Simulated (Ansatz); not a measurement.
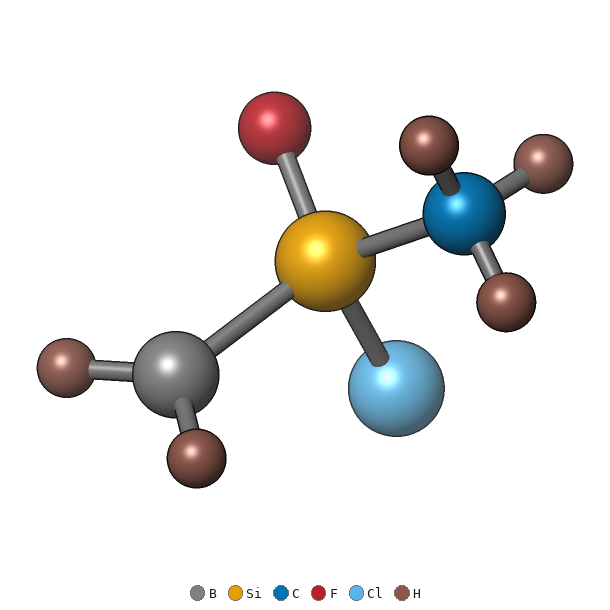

The geometry was computed by an optimisation with PBE0-D4/def2-TZVP. No frequency run is at hand to confirm it as a minimum.

Draw it as a skeletal formula.

SMILES: B[Si@](C)(F)Cl

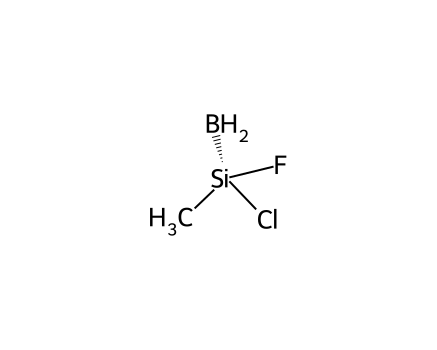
